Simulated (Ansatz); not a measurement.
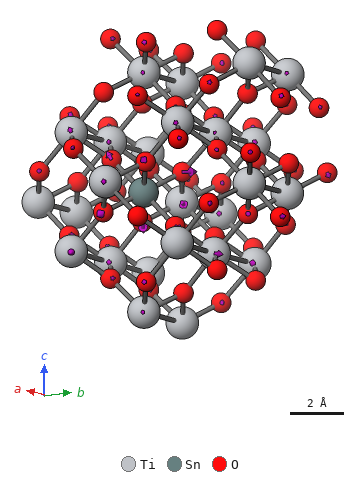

This is a relaxation of crystalline Ti23SnO48 (a generated structure, set up in P1). The starting structure is drawn; purple arrows show the displacements (the part carried along by the change of the cell is left out), 5 times their true length.

A ball-and-stick model of the atoms within 5.8 Å of the atom that moves most (axes of the cell of the calculation, reduced to other axes), seen from a free direction. Lengths and directions refer to the drawn axes.

Level of theory: Ansatz 0.2.0, DFT, PBEsol, PAW, plane waves. Settings: plane-wave cutoff 420 eV; k-point mesh 1 × 1 × 1; mesh shifted by (0.5, 0.5, 0.5); no spin polarisation; cell relaxed at fixed alpha, beta, gamma; force threshold 0.03 eV/Å; at most 80 steps.

Atoms of which element are displaced furthest, and by how much?

Answer. Oxygen: up to 0.14 Å, against 0.10 Å for titanium.

What happened in the run?

Answer. After 11 geometry steps the energy has fallen by 1.162 eV per cell of the calculation. The largest force component goes from 1.9 to 0.0055 eV/Å. The pressure goes from −0.12 to 0.00 GPa. An O atom moves most relative to the cell: 0.14 Å roughly along [−2 1 0]. Largest moves by element: O 0.14 Å, Ti 0.10 Å, Sn 0.03 Å. The drawn cell changes as follows: a 8.866 → 8.822 Å (−0.5 %), b = c 9.204 → 9.218 Å (+0.1 %); the volume changes by −0.2 %. Near-neighbour distances that change, for instance: Ti–Ti 2.985 → 2.839 Å, O–Sn 1.938 → 2.046 Å, Ti–Ti 3.024 → 2.928 Å, O–Sn 1.963 → 2.043 Å. Bond angles that change, for instance: Ti–O–Ti 129.5° → 136.2°, Ti–O–Ti 127.4° → 132.8°, Ti–O–Ti 131.1° → 136.2°. The space group (tolerance 0.01 Å) goes from P1 (No. 1) to Cmm2 (No. 35).
